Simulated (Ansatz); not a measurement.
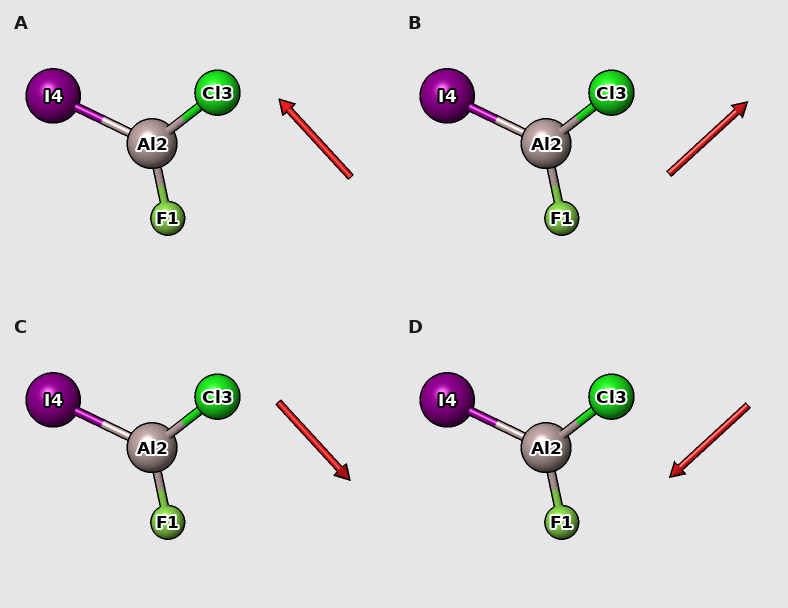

The same molecule four times, each with an arrow. The geometry was computed by an optimisation with PBE0-D4/def2-TZVP. No frequency run is at hand to confirm it as a minimum. Properties computed with RKS PBE0-D4/def2-TZVP, core potentials on I (Ansatz 0.2.0).

Question: Which arrow points along the dipole moment, from the negative to the positive end?

Answer: A. The dipole moment is 0.94 D; it points from the side of F1 to the side of I4 (the outermost atoms at the two ends).
